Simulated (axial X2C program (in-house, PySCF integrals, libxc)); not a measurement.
**RhCl⁻: from the state search to constants**

Aim: find the lowest determinant of RhCl⁻, scan the bond at several levels and fit the constants, once spin-free and once with spin–orbit coupling.

Method: all-electron X2C, Rh dyall-av3z, Cl dyall-av3z; program: an in-house X2C program for linear molecules on PySCF integrals.

All values are calculated.

### Step 1. The job

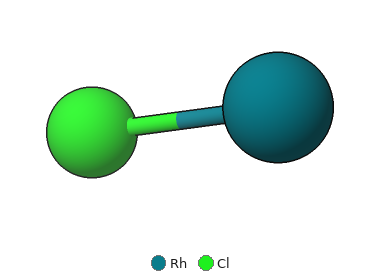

The two atoms at 2.240 Å (rhodium blue, chlorine green).

Input file task.json:

```json
{"zs": [45, 17], "q": -1, "bas": ["dyall-av3z", "dyall-av3z"], "levels": ["PBE0", "HF", "PBE", "BP86"], "cc": false, "r0": 2.24, "npts": 10, "nst": 2, "ntry": 6, "opt": {"gaunt": 0}}
```

Keys: zs atomic numbers; q charge; bas basis sets; levels methods (HF also brings MP2); cc coupled cluster on or off; r0 starting distance in Å; npts points asked for on the curve; nst determinants followed; ntry starts of the search; gaunt Gaunt term on or off.

Command:

```
python so2c.py task.json out
```

Spin-free means the one-electron spin-free X2C Hamiltonian; two-component (2c) means X2C with spin–orbit coupling and atomic mean-field two-electron Coulomb terms, the Gaunt term switched off. Basis: Rh dyall-av3z contracted to [13s13p9d3f2g], Cl dyall-av3z contracted to [9s8p3d2f]; Gaussian nuclei, density fitting. Masses: Rh 102.906 u, Cl 34.969 u.

Notation: σ, π±, δ± give the projection m of an orbital's angular momentum (0, ±1, ±2), α and β its spin, Λ and M_S the sums; ω is the projection of a spinor's total angular momentum and Ω the sum. Logs are in hartree.

The results follow Hamiltonian by Hamiltonian and level by level.

### Step 2. State search with PBE0

PBE0 moves the distance from 2.240 Å to 2.306 Å and compares determinants there.

Spin-free determinants:

```csv
ΔE (eV),state,open shells
0.00,"M_S = 1/2, Λ = 2","beyond closed shells: δ+α, δ+β, δ-α"
0.14,"M_S = 3/2, Λ = 2","beyond closed shells: 2 × σα, δ+α, δ+β, δ-α"
0.18,"M_S = 1/2, Λ = 1","beyond closed shells: π+α, π+β, π-α"
0.28,"M_S = 1/2, Λ = 0",beyond closed shells: σα
0.37,"M_S = 3/2, Λ = 3","beyond closed shells: σα, π+α, π+β, π-α, δ+α, δ+β, δ-α"
1.56,"M_S = 3/2, Λ = 1","beyond closed shells: σα, π-α, δ+α, δ+β, δ-α"
1.56,"M_S = 3/2, Λ = 3","beyond closed shells: σα, π+α, δ+α, δ+β, δ-α"
```

Two-component determinants:

```tsv
ΔE (eV)	state	open shells
0.00	Ω = 5/2	excess of +ω over −ω: ω = 5/2
0.13	Ω = 7/2	excess of +ω over −ω: 2 × ω = 1/2, ω = 5/2
0.22	Ω = 3/2	excess of +ω over −ω: ω = 3/2
0.29	Ω = 9/2	excess of +ω over −ω: ω = 1/2, ω = 3/2, ω = 5/2
0.35	Ω = 1/2	excess of +ω over −ω: ω = 1/2
0.38	Ω = 1/2	excess of +ω over −ω: 2 × ω = -1/2, ω = 3/2
0.53	Ω = 7/2	excess of +ω over −ω: ω = -1/2, ω = 3/2, ω = 5/2
```

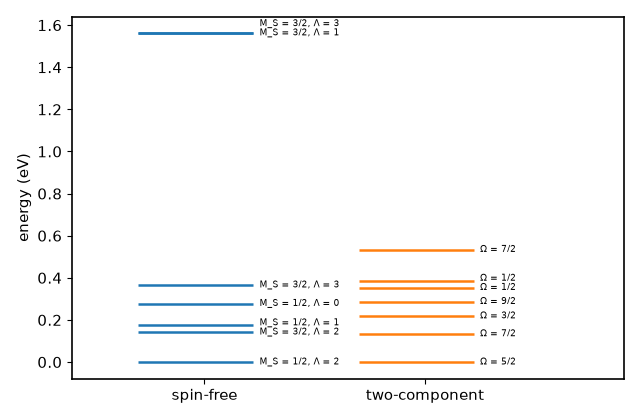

The determinants found, each set from its own lowest.

### Step 3. PBE0, spin-free

State followed: M_S = 1/2, Λ = 2 (beyond closed shells: δ+α, δ+β, δ-α). The scan is laid around 2.306 Å, a first estimate of the minimum, and this SCF restarts from the orbitals of the search.

The SCF at the reference distance of 2.306 Å:

```text
spin-free X2C-1e  PBE0
basis functions 198  fitting functions 1032  grid points 5080
iter        total energy     max residual
   1      -5244.952708491     8.73e-05
   2      -5244.952708677     5.05e-05
   3      -5244.952708752     4.79e-05
   4      -5244.952708772     4.68e-05
   5      -5244.952708796     1.07e-05
   6      -5244.952708799     6.76e-06
converged
one-electron -7598.05306641  Coulomb 2345.67181899  exact exchange -41.34194120  xc functional -126.78050299  nuclear repulsion 175.55098281
```

Along the bond, energies from the lowest point:

```csv
R (Å),E (eV),μ (D),HOMO (eV),LUMO (eV),iterations
2.168,0.0870,-2.05,0.27,1.84,55
2.237,0.0173,-2.11,0.25,1.83,55
2.306,0.0000,-2.23,0.22,1.83,6
2.387,0.0262,-2.45,0.18,1.82,52
2.467,0.0861,-2.74,0.12,1.82,49
2.571,0.1927,-3.18,0.04,1.82,49
```

Dipoles are positive if Cl is the positive end and refer to the centre of mass.

Outer orbitals at the reference distance:

```tsv
symmetry	occupied	ε (eV)	atomic character
σα	yes	-16.25	81% Cl s, 7% Rh d, 6% Rh p
σβ	yes	-16.22	81% Cl s, 7% Rh d, 6% Rh p
σα	yes	-4.72	65% Cl p, 28% Rh d, 2% Rh s
σβ	yes	-4.30	79% Cl p, 12% Rh d, 4% Rh s
π-α	yes	-3.62	70% Cl p, 26% Rh d
π+α	yes	-3.62	70% Cl p, 26% Rh d
π+β	yes	-3.50	76% Cl p, 20% Rh d
π-β	yes	-3.48	77% Cl p, 19% Rh d
δ+α	yes	-2.17	100% Rh d
δ-α	yes	-2.17	100% Rh d
σα	yes	-1.33	62% Rh d, 20% Cl p, 15% Rh s
π+α	yes	-1.30	74% Rh d, 20% Cl p
π-α	yes	-1.30	74% Rh d, 20% Cl p
δ+β	yes	-0.98	100% Rh d
π+β	yes	-0.86	79% Rh d, 14% Cl p, 3% Rh p
π-β	yes	-0.73	80% Rh d, 13% Cl p, 3% Rh p
σβ	yes	0.22	58% Rh s, 25% Rh d, 6% Rh p
σβ	no	1.83	81% Rh p, 15% Rh s, 3% Rh d
π+β	no	1.89	100% Rh p
π-β	no	1.89	100% Rh p
σα	no	2.04	73% Rh p, 25% Rh s
```

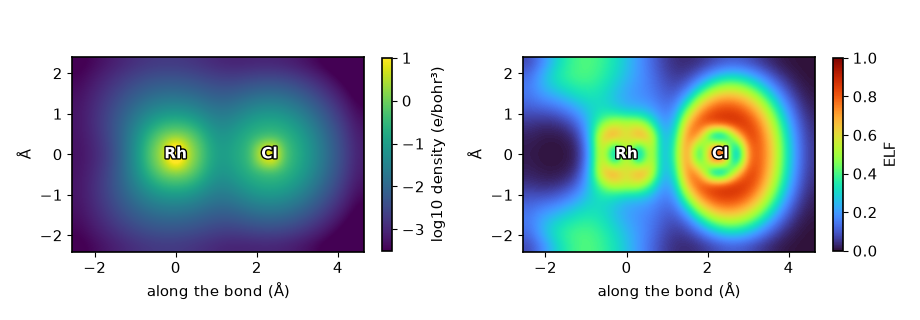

PBE0 fields in a plane through the axis, from a grid of 0.3 Å; Rh lies at z = 0 and Cl at z = 2.306 Å; the ELF is damped to zero where the density is low.

Re = 2.299 Å, ωe = 288.9 cm⁻¹, ωexe = 1.67 cm⁻¹, Be = 0.1222 cm⁻¹, De = 1.40 eV, μ = -2.22 D. ⟨S²⟩ = 1.20 against 0.75 for a pure state, so this determinant mixes spins.

### Step 4. HF, spin-free

Output at 2.306 Å:

```text
spin-free X2C-1e  HF
basis functions 198  fitting functions 1032  grid points 5080
iter        total energy     max residual
   1      -5242.198029420     4.59e-01
   2      -5242.235362060     1.54e-02
   3      -5242.247649280     9.63e-02
   4      -5242.253407686     9.51e-02
   5      -5242.256294165     2.98e-02
   6      -5242.257230781     1.13e-02
   7      -5242.257363282     8.15e-03
   8      -5242.257432009     6.00e-04
   9      -5242.257442991     1.03e-03
  10      -5242.257445962     6.14e-04
  11      -5242.257446378     9.00e-05
  12      -5242.257446478     1.01e-04
  13      -5242.257446498     6.70e-05
  14      -5242.257446502     4.89e-06
  15      -5242.257446503     1.17e-05
  16      -5242.257446503     6.19e-06
  17      -5242.257446503     7.30e-07
converged
one-electron -7595.54138114  Coulomb 2343.27620712  exact exchange -165.54325528  xc functional 0.00000000  nuclear repulsion 175.55098281
```

No constants are quoted: the lowest point is the long end of the scan.

### Step 5. PBE, spin-free

The SCF at the reference distance of 2.306 Å:

```text
spin-free X2C-1e  PBE
basis functions 198  fitting functions 1032  grid points 5080
iter        total energy     max residual
   1      -5244.865905228     1.53e-01
   2      -5244.869963608     9.78e-03
   3      -5244.871494468     2.56e-02
   4      -5244.871737025     1.26e-02
   5      -5244.872589080     9.66e-03
   6      -5244.872891152     1.18e-03
   7      -5244.873029195     4.87e-03
   8      -5244.873078547     5.77e-04
   9      -5244.873086947     4.57e-04
  10      -5244.873088265     8.80e-05
  11      -5244.873088817     5.14e-05
  12      -5244.873088887     2.69e-05
  13      -5244.873088916     1.14e-05
  14      -5244.873088924     3.61e-06
converged
one-electron -7597.82470969  Coulomb 2345.39135195  exact exchange 0.00000000  xc functional -167.99071399  nuclear repulsion 175.55098281
```

Re = 2.267 Å, ωe = 316 cm⁻¹, ωexe = 1.93 cm⁻¹, Be = 0.1257 cm⁻¹, De = 1.83 eV, μ = -2.34 D. ⟨S²⟩ = 0.83 against 0.75 for a pure state, so this determinant mixes spins.

### Step 6. BP86, spin-free

Output at 2.306 Å:

```text
spin-free X2C-1e  BP86
basis functions 198  fitting functions 1032  grid points 5080
iter        total energy     max residual
   1      -5246.082185421     2.06e-01
   2      -5246.087161631     1.30e-02
   3      -5246.088937994     3.56e-02
   4      -5246.089227873     1.40e-02
   5      -5246.090134976     1.50e-02
   6      -5246.090487918     1.28e-03
   7      -5246.090658549     6.37e-03
   8      -5246.090718462     8.12e-04
   9      -5246.090730754     7.36e-04
  10      -5246.090731820     7.74e-05
  11      -5246.090732156     1.42e-04
  12      -5246.090732221     3.28e-05
  13      -5246.090732229     5.55e-06
converged
one-electron -7598.06703738  Coulomb 2345.64830016  exact exchange 0.00000000  xc functional -169.22297782  nuclear repulsion 175.55098281
```

Re = 2.269 Å, ωe = 317 cm⁻¹, ωexe = 1.95 cm⁻¹, Be = 0.1255 cm⁻¹, De = 1.80 eV, μ = -2.41 D.

### Step 7. MP2, spin-free

Correlated methods: 17 electrons correlated (frozen shells, counted by type: Rh 4 s, 3 p, 1 d; Cl 2 s, 1 p), 281 virtual spinors in MP2.

MP2: No constants are quoted: the reference is strongly spin-contaminated.

### Step 8. A higher determinant, spin-free

State: M_S = 3/2, Λ = 2 (beyond closed shells: 2 × σα, δ+α, δ+β, δ-α).

Output at the reference distance:

```text
spin-free X2C-1e  PBE0
basis functions 198  fitting functions 1032  grid points 5080
iter        total energy     max residual
   1      -5244.947487541     1.50e-05
   2      -5244.947487551     1.36e-05
   3      -5244.947487554     1.11e-05
converged
one-electron -7596.63999449  Coulomb 2344.27948600  exact exchange -41.35463960  xc functional -126.78332227  nuclear repulsion 175.55098281
```

```csv
R (Å),E above the lowest PBE0 point (eV)
2.168,0.407
2.237,0.241
2.306,0.142
2.387,0.088
2.467,0.082
2.571,0.119
```

No constants are quoted: too few points lie around the minimum for a second fit to confirm the first.

### Step 9. The spin-free curves together

Energy (eV) of the followed determinant, spin-free, from each level's lowest point:

```csv
R (Å),PBE0,HF,MP2 (spin-contaminated),PBE,BP86
2.168,0.087,0.524,0.164,0.051,0.054
2.237,0.017,0.297,0.056,0.000,0.000
2.306,0.000,0.147,0.006,0.002,0.001
2.387,0.026,0.045,0.000,0.052,0.050
2.467,0.086,0.001,0.034,0.133,0.131
2.571,0.193,0.000,0.115,0.263,0.261
```

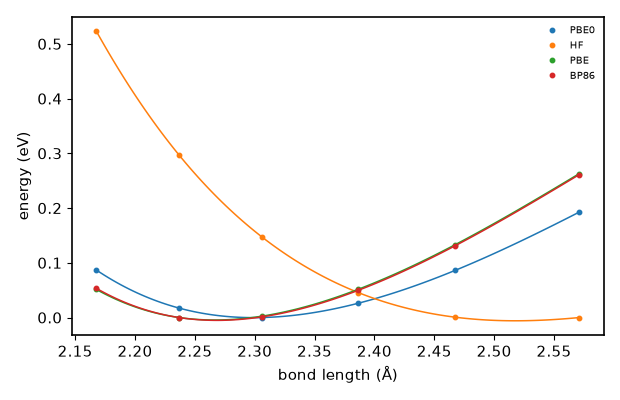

Curves of the followed state, spin-free, each from its own lowest point. Left out: MP2.

### Step 10. PBE0, 2c

State followed: Ω = 5/2 (excess of +ω over −ω: ω = 5/2). The scan is laid around 2.306 Å, a first estimate of the minimum, and this SCF restarts from the orbitals of the search.

The SCF at the reference distance of 2.306 Å:

```text
two-component X2C + atomic mean field  PBE0
basis functions 198  fitting functions 1032  grid points 5080
iter        total energy     max residual
   1      -5246.455125910     2.55e-05
   2      -5246.455125916     1.44e-05
converged
one-electron -7600.96658296  Coulomb 2346.09254768  exact exchange -41.35318617  xc functional -126.81638343  nuclear repulsion 175.55098281  atomic mean-field constant 1.03749616
```

Along the bond, energies from the lowest point:

```csv
R (Å),E (eV),μ (D),HOMO (eV),LUMO (eV),iterations
2.168,0.0868,-1.97,0.28,1.84,57
2.237,0.0173,-2.03,0.26,1.83,55
2.306,0.0000,-2.15,0.23,1.83,2
2.387,0.0261,-2.36,0.18,1.82,54
2.467,0.0858,-2.65,0.12,1.82,51
2.571,0.1922,-3.10,0.04,1.82,50
```

Dipoles are positive if Cl is the positive end and refer to the centre of mass.

Outer spinors at the reference distance:

```
   ω  occupied  ε (eV)              atomic character     λ mixture
 1/2       yes  -16.27    81% Cl s, 7% Rh d, 6% Rh p        100% σ
-1/2       yes  -16.24    81% Cl s, 7% Rh d, 6% Rh p        100% σ
 1/2       yes   -4.74   65% Cl p, 28% Rh d, 2% Rh s        100% σ
-1/2       yes   -4.33   78% Cl p, 13% Rh d, 4% Rh s        100% σ
-1/2       yes   -3.69            70% Cl p, 26% Rh d        100% π
 3/2       yes   -3.60            70% Cl p, 26% Rh d        100% π
 1/2       yes   -3.57            76% Cl p, 20% Rh d        100% π
-3/2       yes   -3.46            77% Cl p, 19% Rh d        100% π
-3/2       yes   -2.36                      99% Rh d   99% δ, 1% π
 5/2       yes   -2.03                     100% Rh d        100% δ
-1/2       yes   -1.42            73% Rh d, 21% Cl p   98% π, 2% σ
 1/2       yes   -1.40  62% Rh d, 21% Cl p, 13% Rh s  90% σ, 10% π
 3/2       yes   -1.36            82% Rh d, 14% Cl p  64% π, 36% δ
 3/2       yes   -1.04             92% Rh d, 6% Cl p  64% δ, 36% π
 1/2       yes   -0.91   78% Rh d, 14% Cl p, 3% Rh p  90% π, 10% σ
-3/2       yes   -0.67   81% Rh d, 13% Cl p, 3% Rh p   99% π, 1% δ
-1/2       yes    0.23   58% Rh s, 25% Rh d, 7% Rh p   99% σ, 1% π
-1/2        no    1.83   81% Rh p, 14% Rh s, 3% Rh d        100% σ
 1/2        no    1.89                     100% Rh p        100% π
-3/2        no    1.89                     100% Rh p        100% π
 1/2        no    2.04            73% Rh p, 25% Rh s        100% σ
```

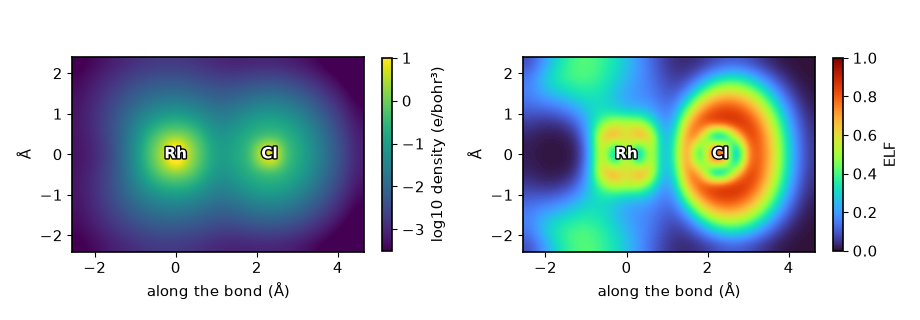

PBE0 fields in a plane through the axis, from a grid of 0.3 Å; Rh lies at z = 0 and Cl at z = 2.306 Å; the ELF is damped to zero where the density is low.

Re = 2.300 Å, ωe = 288.5 cm⁻¹, ωexe = 1.67 cm⁻¹, Be = 0.1221 cm⁻¹, De = 1.39 eV, μ = -2.14 D.

### Step 11. HF, 2c

The SCF at the reference distance of 2.306 Å:

```text
two-component X2C + atomic mean field  HF
basis functions 198  fitting functions 1032  grid points 5080
iter        total energy     max residual
   1      -5243.698300990     4.59e-01
   2      -5243.735876640     1.57e-02
   3      -5243.748135440     9.63e-02
   4      -5243.753735871     9.08e-02
   5      -5243.756406328     2.74e-02
   6      -5243.757256345     1.16e-02
   7      -5243.757372675     7.64e-03
   8      -5243.757437129     4.95e-04
   9      -5243.757449424     1.74e-03
  10      -5243.757454748     1.00e-03
  11      -5243.757457236     2.14e-04
  12      -5243.757458978     6.34e-04
  13      -5243.757460562     6.27e-04
  14      -5243.757461496     2.46e-04
  15      -5243.757461905     6.03e-05
  16      -5243.757462013     1.01e-04
  17      -5243.757462036     4.00e-05
  18      -5243.757462041     6.61e-06
  19      -5243.757462042     1.24e-05
  20      -5243.757462043     6.80e-06
  21      -5243.757462043     7.66e-07
converged
one-electron -7598.53670812  Coulomb 2343.77881051  exact exchange -165.58804341  xc functional 0.00000000  nuclear repulsion 175.55098281  atomic mean-field constant 1.03749616
```

No constants are quoted: the lowest point is the long end of the scan.

### Step 12. PBE, 2c

The SCF at the reference distance of 2.306 Å:

```text
two-component X2C + atomic mean field  PBE
basis functions 198  fitting functions 1032  grid points 5080
iter        total energy     max residual
   1      -5246.369179061     1.53e-01
   2      -5246.373325868     9.82e-03
   3      -5246.374834178     2.53e-02
   4      -5246.375096505     1.31e-02
   5      -5246.375960850     9.42e-03
   6      -5246.376281998     1.16e-03
   7      -5246.376431661     4.85e-03
   8      -5246.376486165     6.15e-04
   9      -5246.376496371     5.07e-04
  10      -5246.376498773     1.28e-04
  11      -5246.376499792     6.96e-05
  12      -5246.376499932     3.18e-05
  13      -5246.376499986     2.91e-05
  14      -5246.376500000     4.75e-06
  15      -5246.376500001     2.73e-06
converged
one-electron -7600.75233513  Coulomb 2345.82617119  exact exchange 0.00000000  xc functional -168.03881503  nuclear repulsion 175.55098281  atomic mean-field constant 1.03749616
```

Re = 2.266 Å, ωe = 317 cm⁻¹, ωexe = 1.92 cm⁻¹, Be = 0.1258 cm⁻¹, De = 1.82 eV, μ = -2.29 D.

### Step 13. BP86, 2c

The SCF at the reference distance of 2.306 Å:

```text
two-component X2C + atomic mean field  BP86
basis functions 198  fitting functions 1032  grid points 5080
iter        total energy     max residual
   1      -5247.586098224     2.06e-01
   2      -5247.591172515     1.29e-02
   3      -5247.592921711     3.52e-02
   4      -5247.593226892     1.45e-02
   5      -5247.594146473     1.48e-02
   6      -5247.594518173     1.26e-03
   7      -5247.594701656     6.39e-03
   8      -5247.594765678     9.68e-04
   9      -5247.594779533     7.48e-04
  10      -5247.594781122     1.15e-04
  11      -5247.594781774     1.66e-04
  12      -5247.594781903     4.14e-05
  13      -5247.594781931     1.35e-05
  14      -5247.594781942     5.18e-06
  15      -5247.594781943     2.77e-06
converged
one-electron -7600.99123289  Coulomb 2346.07965530  exact exchange 0.00000000  xc functional -169.27168332  nuclear repulsion 175.55098281  atomic mean-field constant 1.03749616
```

Re = 2.268 Å, ωe = 318 cm⁻¹, ωexe = 1.93 cm⁻¹, Be = 0.1256 cm⁻¹, De = 1.79 eV, μ = -2.35 D.

### Step 14. MP2, 2c

Correlated methods: 17 electrons correlated (frozen shells, counted by type: Rh 4 s, 3 p, 1 d; Cl 2 s, 1 p), 281 virtual spinors in MP2.

MP2: No constants are quoted: the reference is strongly spin-contaminated.

### Step 15. A higher determinant, 2c

State: Ω = 7/2 (excess of +ω over −ω: 2 × ω = 1/2, ω = 5/2).

Output at the reference distance:

```text
two-component X2C + atomic mean field  PBE0
basis functions 198  fitting functions 1032  grid points 5080
iter        total energy     max residual
   1      -5246.450200238     3.54e-05
   2      -5246.450200240     3.46e-05
   3      -5246.450200256     4.73e-06
   4      -5246.450200256     2.61e-06
converged
one-electron -7599.62939476  Coulomb 2344.77693127  exact exchange -41.36600081  xc functional -126.82021493  nuclear repulsion 175.55098281  atomic mean-field constant 1.03749616
```

```csv
R (Å),E above the lowest PBE0 point (eV)
2.168,0.398
2.237,0.233
2.306,0.134
2.387,0.080
2.467,0.074
2.571,0.111
```

No constants are quoted: too few points lie around the minimum for a second fit to confirm the first.

### Step 16. The 2c curves together

Energy (eV) of the followed determinant, 2c, from each level's lowest point:

```csv
R (Å),PBE0,HF,MP2 (spin-contaminated),PBE,BP86
2.168,0.087,0.522,0.165,0.051,0.053
2.237,0.017,0.296,0.057,0.000,0.000
2.306,0.000,0.147,0.006,0.003,0.002
2.387,0.026,0.045,0.000,0.053,0.051
2.467,0.086,0.001,0.033,0.135,0.133
2.571,0.192,0.000,0.114,0.266,0.264
```

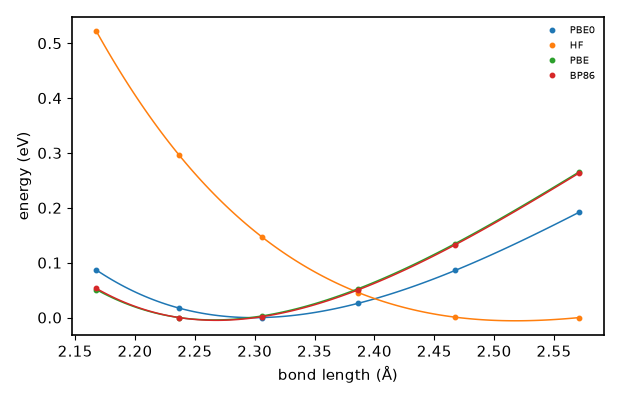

Curves of the followed state, 2c, each from its own lowest point. Left out: MP2.

The whole job took 6.1 min on 1 thread of Arm Neoverse N1, shared host; peak memory 0.4 GiB.

### Step 17. Results

Lowest determinant that the search found at its distance, spin-free: M_S = 1/2, Λ = 2 (beyond closed shells: δ+α, δ+β, δ-α).

Lowest determinant that the search found at its distance, 2c: Ω = 5/2 (excess of +ω over −ω: ω = 5/2).

```csv
Hamiltonian,level,Re (Å),ωe (cm⁻¹),De (eV)
spin-free,PBE0,2.299,288.9,1.40
spin-free,PBE,2.267,316,1.83
spin-free,BP86,2.269,317,1.80
2c,PBE0,2.300,288.5,1.39
2c,PBE,2.266,317,1.82
2c,BP86,2.268,318,1.79
```

No constants: spin-free HF (the lowest point is the long end of the scan); spin-free MP2 (the reference is strongly spin-contaminated); 2c HF (the lowest point is the long end of the scan); 2c MP2 (the reference is strongly spin-contaminated). Spin-free ⟨S²⟩ is off its pure value at PBE0 1.20, PBE 0.83.

Time per point (s) on 1 thread of Arm Neoverse N1, shared host (2c runs); the times are rough: PBE0 5.7, PBE 2.7, BP86 2.6.

What this shows: At PBE0, going from spin-free to two-component changes Re by 0 mÅ, ωe by -0.1 %; the spin-free picture holds up (part of it comes from the scalar share of the two-electron terms). De moves by -0.01 eV; both De rest on single-determinant atoms, which can miss part of an open shell's spin–orbit lowering. The highest occupied level is positive at the mean-field levels quoted, but negative in the Hartree–Fock runs, so self-interaction plays a part.

De refers to Rh + Cl-, each in the lowest determinant found, which need not be this curve's own limit. Each curve is one determinant whose occupation by symmetry is held fixed; it was picked as the lowest of a PBE0 search that is not exhaustive. Dissociation energies refer to the lowest single-determinant-based atoms at the same level and basis. Density functionals use the spin component along the axis (collinear). At some level an empty orbital lies below a filled one. The spin-free determinant is spin-contaminated at some levels.
